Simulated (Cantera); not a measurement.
Charge: 1 mol Cu2O, 1.1 mol CO, equilibrated at 1.00 Torr.

Method: chemical equilibrium by Gibbs-energy minimisation in Cantera with the NASA 1993 tables (ideal gas, pure condensed phases). Candidate condensed phases: C, Cu, CuO, Cu2O; 15 gas species. Kinetics and transport are ignored.

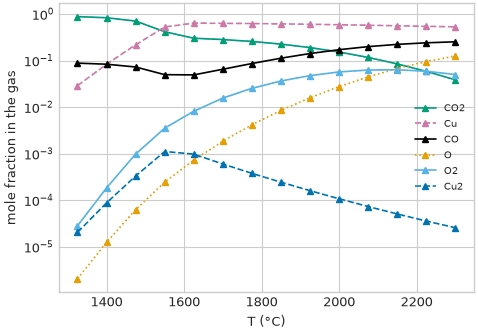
*Equilibrium gas composition (values under 1e-9 drawn at 1e-9)*

From 1325 °C to 1550 °C the condensed part is Cu(l). From 1625 °C to 2300 °C nothing is condensed. The main Cu-bearing gas is Cu throughout.
